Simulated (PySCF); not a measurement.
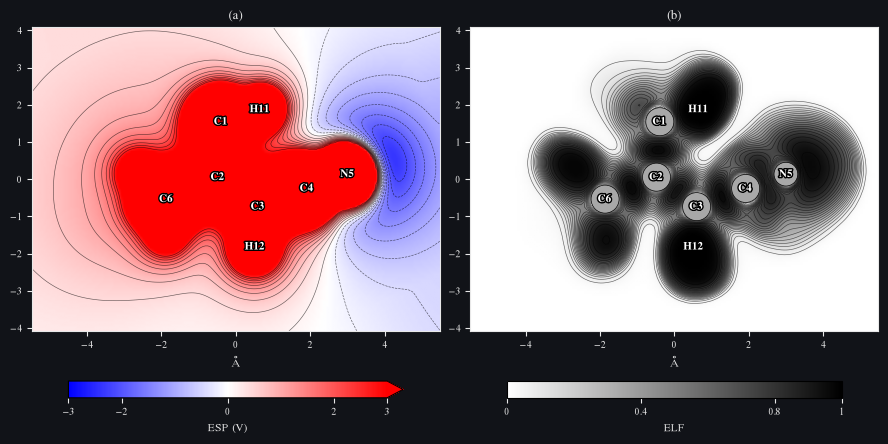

C₆H₈FN (SMILES C/C(=C\C#N)CCF). (a) electrostatic potential; (b) electron localisation function on the plane of atoms C2, C3 and H12. Grey discs cover the atomic cores in the ELF map.

Geometry: GFN2-xTB.

Level of theory: CAM-B3LYP/def2-SVPD, SCF density, gas phase (PySCF).

The calculation's input:

```
{"job": {"kind": "uv", "xc": "CAM-B3LYP", "basis": "def2-SVPD", "nstates": 8, "ntriplets": 3}, "charge": 0, "multiplicity": 1}
C     -0.968693    -1.345711     0.223496
C     -0.378815    -0.069889    -0.280112
C     -1.065471     1.076701    -0.335159
C     -2.405471     1.195018     0.072981
N     -3.500798     1.305701     0.397582
C      1.063585    -0.118177    -0.701568
C      1.989233     0.234134     0.464345
F      1.814878     1.544566     0.829658
H     -1.006991    -2.079225    -0.582715
H     -0.350786    -1.763746     1.018049
H     -1.975591    -1.190308     0.602254
H     -0.612183     1.990350    -0.696628
H      1.248779     0.593954    -1.508069
H      1.323341    -1.119736    -1.046072
H      1.776698    -0.371008     1.351500
H      3.040686     0.126320     0.179047
```

Command:

```sh
OMP_NUM_THREADS=1 python probes_run.py task.json out
```

Read the bonding off the picture.

The section cuts through C, N and H sites. C–N (1.15 Å): the ELF peaks at about 0.85 between the atoms: a short, multiple covalent bond. C–C (1.34 Å): the ELF peaks at about 0.95 between the atoms: a short, multiple covalent bond. C–H (1.08 Å): the ELF climbs to about 1 towards the hydrogen, as it does in any bond to H (a covalent bond by its length). C–C (1.41 Å): the ELF peaks at about 0.95 between the atoms (a covalent bond). C–C (1.49 Å): the ELF peaks at about 0.95 between the atoms: localised, covalent bonding. The ELF also peaks beside N5, away from the bonds: lone-pair regions. Outside the dense part of the molecule the potential is most negative (−2.4 V) near N5.
